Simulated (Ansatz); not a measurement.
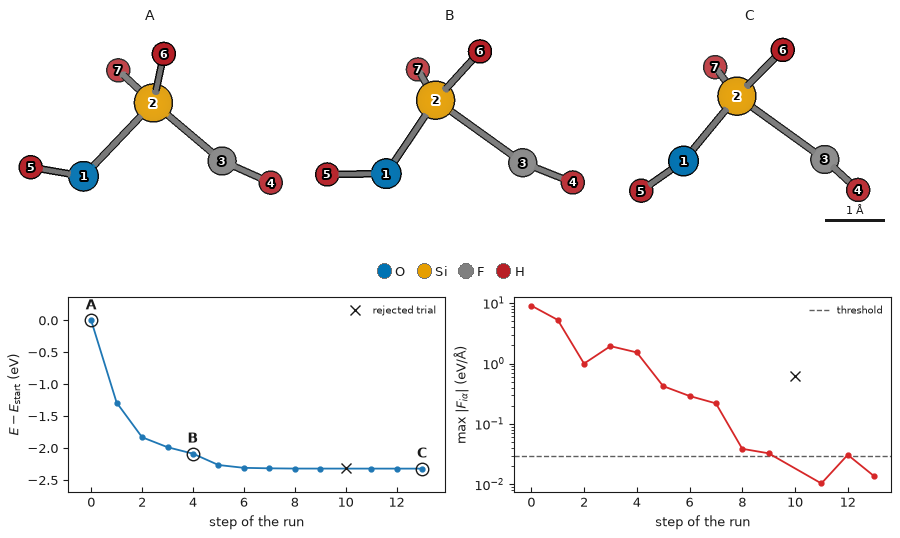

Frames of a relaxation of SiH$_{4}$OF (charge +1), marked on the history of the run. Style: ball-and-stick. Shown at a tilt.

It is one of the separated reactants of a reaction.

The calculation used RKS PBE-D4/def2-SVP (Ansatz). Set-up: force threshold 0.03 eV/Å; at most 250 steps.

### Describe the path.

The largest move after the best rigid fit is that of H5, 0.59 Å. By element the largest moves are H 0.59 Å, O 0.43 Å, Si 0.33 Å, F 0.28 Å. Near-neighbour distances that change, for instance: Si2–F3 1.563 → 1.975 Å, O1–Si2 1.816 → 1.620 Å, F3–H4 0.910 → 0.958 Å, Si2–H6 1.465 → 1.480 Å. Bond angles that change, for instance: Si2–F3–H4 160.9° → 123.3°, F3–Si2–H7 114.1° → 93.5°, F3–Si2–H6 114.3° → 96.8°. Groups turn about O1–Si2 by about 90°. After 12 accepted moves (13 points after the start) the energy has fallen by 2.319 eV. The largest force component goes from 9.1 to 0.014 eV/Å. The line search rejected the trial step at point 10 of the run. The run took 15 s on 2 threads of Arm Neoverse V1 (shared host). From step 0 to 4: Si2 moves most (0.34 Å), energy −2.085 eV. From step 4 to 13: H5 moves most (0.40 Å), energy −0.234 eV.

```tsv
step	E − E(0), eV	largest force component, eV/Å	note
0	0.0000	9.0627	
1	-1.2857	5.2701	
2	-1.8278	0.9959	
3	-1.9837	1.9374	
4	-2.0851	1.5264	
5	-2.2623	0.4225	
6	-2.3068	0.2901	
7	-2.3144	0.2191	
8	-2.3181	0.0388	
9	-2.3185	0.0327	
10	-2.3099	0.6194	rejected
11	-2.3188	0.0104	
12	-2.3190	0.0308	
13	-2.3191	0.0137
```
